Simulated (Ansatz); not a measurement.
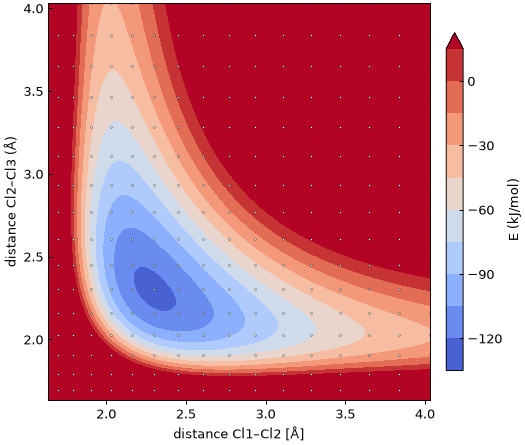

The system Cl⁻ + Cl₂. The first coordinate is: distance Cl1–Cl2; the second: distance Cl2–Cl3. Nothing is relaxed (the angle Cl1–Cl2–Cl3 is fixed at 180 degrees). Grid: 17 × 17 points; 153 points were computed and 136 follow by symmetry. Points are written as (first, second). Energies are in kJ/mol, from Cl with charge -1 far from the relaxed ClCl (each part in its own basis). The reference is spin-restricted, so regions where a bond is pulled apart into radicals lie too high. Computed with RKS PBE0-D4/def2-TZVPD (Ansatz 0.2.0).

The picture shows filled contours, dots at the grid points, one colour for all values above the top of the scale. Between grid points the surface is interpolated.

Q: Estimate the position of the minimum and the force constants in these coordinates.

A: The interpolated minimum is at distance Cl1–Cl2 ≈ 2.293 Å, distance Cl2–Cl3 ≈ 2.293 Å. The curvatures there are about 6 eV/Å² and 6 eV/Å², with a cross term of about 3.3 eV/Å². Round the minimum the valley is somewhat tilted: raising distance Cl1–Cl2 shifts the best value of distance Cl2–Cl3 downwards (coupling k₁₂/√(k₁₁k₂₂) about 0.5). (1 eV is 96.5 kJ/mol.)
